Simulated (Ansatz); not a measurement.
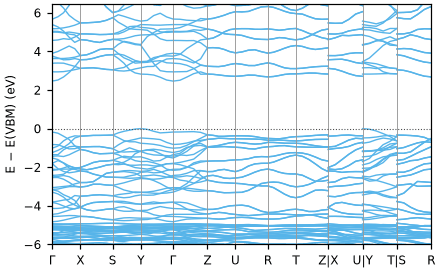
Band structure from the program Ansatz at the PBE level (PAW)

Q: Read off the gap and where the band edges lie.

A: About 2.5 eV (2.46 eV by a search for the band edges); maximum at Y, minimum at Γ.

Q: Which of these materials gives this?
(A) BeS, Pnma (Be on 4c, S on 4c)
(B) SnSe, Pnma (Sn on 4c, Se on 4c)
(C) GeSe, Pnma (Ge on 4c, Se on 4c)
(D) Zn3WN4, Pmn2_1 (Pearson symbol oP16)

A: D, Zn3WN4, Pmn2_1 (Pearson symbol oP16)

The first step of the workflow began from a Materials Project structure, measured or hypothetical; the Crystallography Open Database copy checked does not list it. With Zn and W taken as one species the cell has the higher symmetry P6_3mc, so it may be an ordered model of a mixed-site phase. Whether it is the stable phase at ambient conditions was not checked. The cell was relaxed with PBE under the symmetry of its start; whether a distortion lowers the energy is not shown. No spin polarisation was allowed. Scalar-relativistic: spin–orbit coupling is off unless named, which matters more the heavier the elements.

Potentials: the later of the program's two PAW sets.
